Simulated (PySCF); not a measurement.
Bi(H)2(OMe), SMILES C[O][BiH2] at its CAM-B3LYP/def2-SVP optimised geometry (Å):

```
8

Bi    -1.8599    -0.9626     0.0000
H     -2.0210    -0.9469    -1.8006
H     -2.0210     0.8380     0.0000
O      0.2323    -0.9626     0.0000
C      0.9408    -0.1098    -0.8469
H      0.7341     0.9626    -0.6542
H      2.0210    -0.2726    -0.6858
H      0.7336    -0.2945    -1.9207
```

Calculation: CAM-B3LYP/def2-TZVP, def2 effective core potentials past Kr (PySCF). The core electrons that the potentials of Bi replace are not part of the density. Cells within 0.4 Å of a nucleus heavier than hydrogen are left out (blank, or x).

Map of the HOMO amplitude (bohr^(-3/2)) on the plane z = 0.0 Å; orbital energy -8.77 eV, overall sign arbitrary:

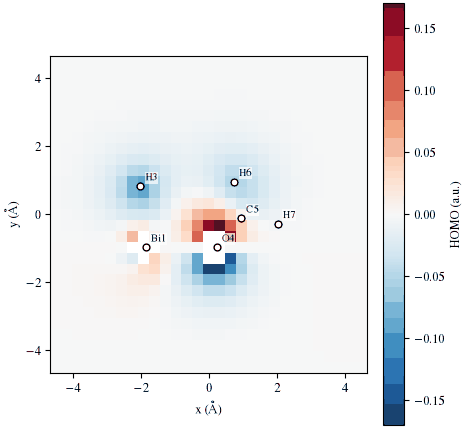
Fig. 1. HOMO amplitude (bohr^(-3/2)) on the plane z = 0.0 Å.
